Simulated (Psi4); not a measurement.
**UB2PLYP/def2-TZVPD (density fitting, density fitting for correlation, sweep point 7) run of C2H3B− (SMILES [BH2-]C#C)**

What is the vertical ionisation energy of C2H3B− at UB2PLYP/def2-TZVPD (density fitting, density fitting for correlation, sweep point 7)? The job is set up through a Python script.

The results are computed with Psi4 1.11.

4 further runs of the same task are left out: 4 set aside as unsound or not needed.

## 1. The molecule

The species is C2H3B− (6 atoms), meant as a doublet with charge -1. SMILES: `[BH2-]C#C`. The shape is that of a GFN2-xTB optimisation.

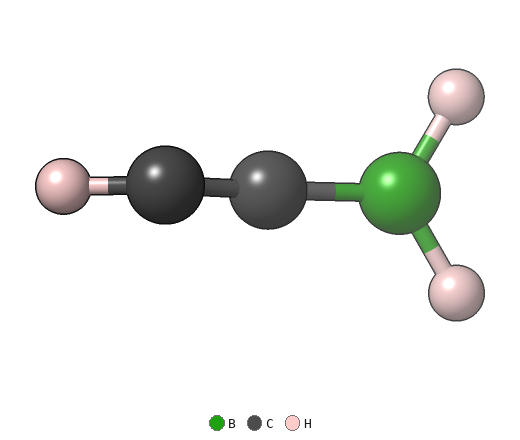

The structure, seen from a chosen angle (boron green, carbon dark grey, hydrogen pink).

## 2. The energy at UB2PLYP/def2-TZVPD (density fitting, density fitting for correlation, sweep point 7)

calc.py reads:

```python
import psi4

psi4.set_memory('1600 MB')
psi4.set_num_threads(1)
psi4.set_output_file('run.log', False)

m = psi4.geometry("""
-1 2
B     -1.49654971     0.92759097    -1.06365125
C      0.52706351    -0.32301089     0.34948595
C      2.48995983    -1.33397657     1.17525847
H     -3.07280806    -0.27058988    -2.24178210
H     -1.75691617     3.21601151    -1.04292095
H      3.30925059    -2.21604403     2.82362878
units bohr
symmetry c1
""")

psi4.set_options({
    'reference': 'uks',
    'puream': True,
    'scf_type': 'df',
    'num_frozen_docc': 3,
    'dft_radial_points': 150,
    'dft_spherical_points': 974,
    'maxiter': 150,
})

e_tot, wfn = psi4.energy('b2plyp/def2-TZVPD', return_wfn=True)
print('E =', round(e_tot, 9))
for k, v in sorted(psi4.core.scalar_variables().items()):
    print(f'{k:45s} {v:18.10f}')
```

Command:

```
python calc.py
```

run.log:

```text
[...]
  Running in c1 symmetry.
[...]
  Nuclear repulsion =   46.447729660170218
[...]
  Multiplicity = 2
[...]
  Nalpha       = 11
  Nbeta        = 10
[...]
    Number of basis functions: 138
[...]
   @DF-UKS iter   1:  -102.30214536334816   -7.50708e-01   4.81753e-03 ADIIS/DIIS
[...]
   @DF-UKS iter  11:  -102.58691682125855   -8.33220e-07   8.93302e-07 DIIS
[...]
   @S^2 Observed:                7.874404711E-01
[...]
    Orbital Energies [Eh]
    ---------------------
    Alpha Occupied:
       1A    -10.399047     2A    -10.392578     3A     -6.854472
       4A     -0.646653     5A     -0.447600     6A     -0.357451
       7A     -0.236093     8A     -0.198349     9A     -0.157275
      10A     -0.101264    11A      0.012476
    Alpha Virtual:
      12A      0.153417    13A      0.185585    14A      0.220425
      15A      0.237627    16A      0.248200    17A      0.266924
      18A      0.275869    19A      0.278375    20A      0.281990
      21A      0.290425    22A      0.292263    23A      0.317565
      24A      0.328988    25A      0.378463    26A      0.390709
[...]
  @DF-UKS Final Energy:  -102.58691682125855
   => Energetics <=
    Nuclear Repulsion Energy =             46.4477296601702179
    One-Electron Energy =                -233.0380436025486972
    Two-Electron Energy =                  91.7346432317655029
    DFT Exchange-Correlation Energy =      -7.7312461106455741
    Empirical Dispersion Energy =           0.0000000000000000
    VV10 Nonlocal Energy =                  0.0000000000000000
    Total Energy =                       -102.5869168212585549
[...]
 Multipole Moments:
 ------------------------------------------------------------------------------------
     Multipole            Electronic (a.u.)      Nuclear  (a.u.)        Total (a.u.)
 ------------------------------------------------------------------------------------
 L = 1.  Multiply by 2.5417464519 to convert [e a0] to [Debye]
 Dipole X            :          1.0508658           -0.4696363            0.5812295
 Dipole Y            :         -0.5552825            0.1248444           -0.4304381
 Dipole Z            :          0.4630127            0.1497082            0.6127209
 Magnitude           :                                                    0.9479091
[...]
```

Standard output:

```text
E = -102.726780603
B2PLYP DOUBLE-HYBRID CORRECTION ENERGY             -0.1398637816
B2PLYP TOTAL ENERGY                              -102.7267806029
CURRENT ENERGY                                   -102.7267806029
CURRENT REFERENCE ENERGY                         -102.5869168213
DD SOLVATION ENERGY                                 0.0000000000
DFT FUNCTIONAL TOTAL ENERGY                      -102.5869168213
DFT TOTAL ENERGY                                 -102.7267806029
DFT VV10 ENERGY                                     0.0000000000
DFT XC ENERGY                                      -7.7312461106
DOUBLE-HYBRID CORRECTION ENERGY                    -0.1398637816
GRID ELECTRONS ALPHA                               11.0000000022
GRID ELECTRONS BETA                                10.0000000003
GRID ELECTRONS TOTAL                               21.0000000025
NUCLEAR REPULSION ENERGY                           46.4477296602
ONE-ELECTRON ENERGY                              -233.0380436025
PCM POLARIZATION ENERGY                             0.0000000000
PE ENERGY                                           0.0000000000
SCF ITERATION ENERGY                             -102.5869168213
SCF ITERATIONS                                     11.0000000000
SCF TOTAL ENERGY                                 -102.5869168213
TWO-ELECTRON ENERGY                                91.7346432318
XC GRID RADIAL POINTS                             150.0000000000
XC GRID SPHERICAL POINTS                          974.0000000000
XC GRID TOTAL POINTS                           844982.0000000000
```

It took 61 s on 1 thread of Intel Xeon 6975P-C (Granite Rapids), shared host; peak memory 1.3 GiB.

## 3. Singlet neutral C2H3B at the same level

c2h3b.py reads:

```python
import psi4

psi4.set_memory(1600000000)
psi4.set_num_threads(1)
psi4.set_output_file('run.log', False)

mol = psi4.geometry("""
0 1
B     -1.49654971     0.92759097    -1.06365125
C      0.52706351    -0.32301089     0.34948595
C      2.48995983    -1.33397657     1.17525847
H     -3.07280806    -0.27058988    -2.24178210
H     -1.75691617     3.21601151    -1.04292095
H      3.30925059    -2.21604403     2.82362878
units bohr
symmetry c1
""")

psi4.set_options(dict(puream=True, scf_type='df', num_frozen_docc=3, dft_radial_points=150, dft_spherical_points=974))

energy_value, wavefunction = psi4.energy("b2plyp/def2-TZVPD", return_wfn=True)
print('E =', round(energy_value, 9))
for k, v in sorted(psi4.core.scalar_variables().items()):
    print(f'{k:45s} {v:18.10f}')
```

Command:

```
python c2h3b.py
```

run.log:

```text
[...]
  Running in c1 symmetry.
[...]
  Nuclear repulsion =   46.447729660170218
[...]
  Multiplicity = 1
[...]
  Nalpha       = 10
  Nbeta        = 10
[...]
    Number of basis functions: 138
[...]
   @DF-RKS iter   1:  -102.43077816885288   -8.79341e-01   3.58267e-03 ADIIS/DIIS
[...]
   @DF-RKS iter   8:  -102.56452082169992   -6.45146e-08   4.35995e-07 DIIS
[...]
    Orbital Energies [Eh]
    ---------------------
    Doubly Occupied:
       1A    -10.650420     2A    -10.628077     3A     -7.130261
       4A     -0.878295     5A     -0.679978     6A     -0.585805
       7A     -0.475889     8A     -0.435444     9A     -0.361185
      10A     -0.328381
[...]
  @DF-RKS Final Energy:  -102.56452082169992
   => Energetics <=
    Nuclear Repulsion Energy =             46.4477296601702179
    One-Electron Energy =                -228.2300976669969543
    Two-Electron Energy =                  86.8315891096038683
    DFT Exchange-Correlation Energy =      -7.6137419244770372
    Empirical Dispersion Energy =           0.0000000000000000
    VV10 Nonlocal Energy =                  0.0000000000000000
    Total Energy =                       -102.5645208216999151
[...]
 Multipole Moments:
 ------------------------------------------------------------------------------------
     Multipole            Electronic (a.u.)      Nuclear  (a.u.)        Total (a.u.)
 ------------------------------------------------------------------------------------
 L = 1.  Multiply by 2.5417464519 to convert [e a0] to [Debye]
 Dipole X            :          0.6111651           -0.4696363            0.1415288
 Dipole Y            :         -0.2702282            0.1248444           -0.1453837
 Dipole Z            :          0.1143798            0.1497082            0.2640881
 Magnitude           :                                                    0.3330305
[...]
```

Standard output:

```text
E = -102.701165604
B2PLYP DOUBLE-HYBRID CORRECTION ENERGY             -0.1366447828
B2PLYP TOTAL ENERGY                              -102.7011656045
CURRENT ENERGY                                   -102.7011656045
CURRENT REFERENCE ENERGY                         -102.5645208217
DD SOLVATION ENERGY                                 0.0000000000
DFT FUNCTIONAL TOTAL ENERGY                      -102.5645208217
DFT TOTAL ENERGY                                 -102.7011656045
DFT VV10 ENERGY                                     0.0000000000
DFT XC ENERGY                                      -7.6137419245
DOUBLE-HYBRID CORRECTION ENERGY                    -0.1366447828
GRID ELECTRONS ALPHA                               10.0000000003
GRID ELECTRONS BETA                                10.0000000003
GRID ELECTRONS TOTAL                               20.0000000005
NUCLEAR REPULSION ENERGY                           46.4477296602
ONE-ELECTRON ENERGY                              -228.2300976670
PCM POLARIZATION ENERGY                             0.0000000000
PE ENERGY                                           0.0000000000
SCF ITERATION ENERGY                             -102.5645208217
SCF ITERATIONS                                      8.0000000000
SCF TOTAL ENERGY                                 -102.5645208217
TWO-ELECTRON ENERGY                                86.8315891096
XC GRID RADIAL POINTS                             150.0000000000
XC GRID SPHERICAL POINTS                          974.0000000000
XC GRID TOTAL POINTS                           844982.0000000000
```

It took 29 s on 1 thread of Intel Xeon 6975P-C (Granite Rapids), shared host; peak memory 1.3 GiB.

## 4. What came out

At UB2PLYP/def2-TZVPD (density fitting, density fitting for correlation, sweep point 7), 3 core orbitals frozen:

| quantity | value |
| --- | --- |
| doublet C2H3B−: total energy | -102.72678 Eh |
| doublet C2H3B−: HOMO energy (SCF part's orbitals) (highest over α and β) | 0.34 eV |
| doublet C2H3B−: LUMO energy (SCF part's orbitals) (lowest over α and β) | 4.17 eV |
| doublet C2H3B−: ⟨S²⟩ | 0.787 |
| singlet neutral C2H3B: total energy | -102.70117 Eh |
| singlet neutral C2H3B: HOMO energy (SCF part's orbitals) | -8.94 eV |
| singlet neutral C2H3B: LUMO energy (SCF part's orbitals) | -1.55 eV |
| singlet neutral C2H3B: HOMO–LUMO gap (SCF part's orbitals) | 7.39 eV |
| vertical detachment energy (to the singlet neutral) | 0.697 eV |

What this shows: Removing an electron at fixed nuclei costs 0.70 eV (67.3 kJ/mol). Only the singlet of the ionised species was computed; a triplet could lie lower. The HOMO (doublet C2H3B−) lies at positive energy, 0.34 eV; only total energies tell whether the electron is bound.
